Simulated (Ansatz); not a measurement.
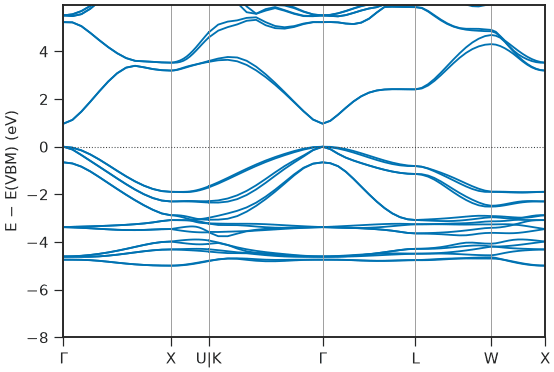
Figure. Band structure from PBEsol with spin–orbit coupling (plane waves, PAW; program Ansatz)

The gap is 0.97 eV; an edge lies off the plotted path or next to a special point (maximum on the K–Γ line, 97 % of the way from K, minimum at Γ).

The material is AgI (zinc blende, F-43m).

The cell was relaxed with PBEsol under the symmetry of its start. The run is not spin-polarised.

Potentials: the later of the program's two PAW sets.
